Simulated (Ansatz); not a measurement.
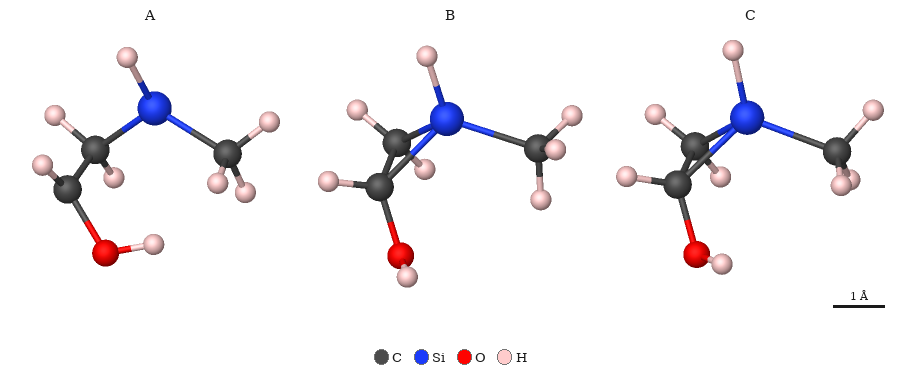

3 geometries from one relaxation of C$_{3}$H$_{8}$OSi, in shuffled order. A ball-and-stick model, seen at a tilt.

The run prepares an end point of a later path (torsion) calculation, from a guessed geometry.

Method: RKS PBE0-D4/6-31G in Ansatz 0.2.0. (no spin polarisation; force threshold 0.015 eV/Å; at most 40 steps)

Question: Put them in the order of the run, from the start to the converged end.

Answer: A, C, B. They are steps 0, 7, 19, at +2.127 eV, +0.076 eV relative to the last. The atom that moves furthest after the best rigid fit is an H atom (1.21 Å). By element the largest moves are H 1.21 Å, Si 0.56 Å, O 0.39 Å, C 0.24 Å. Among the contacts that change: C–Si 2.353 → 1.925 Å, C–Si 1.749 → 1.906 Å, C–Si 1.791 → 1.897 Å, C–H 1.159 → 1.094 Å. Among the angles between lasting bonds that change: Si–C–C 93.3° → 67.3°, H–C–H 105.0° → 113.4°, C–C–H 110.3° → 117.4°. The energy falls by 2.127 eV in 19 geometry steps. The largest force component goes from 5.8 to 0.0063 eV/Å. Cost: 76 s on 1 thread of AMD EPYC 7R13 Processor (Zen 3), with other jobs on the host, peak memory 0.16 GiB.
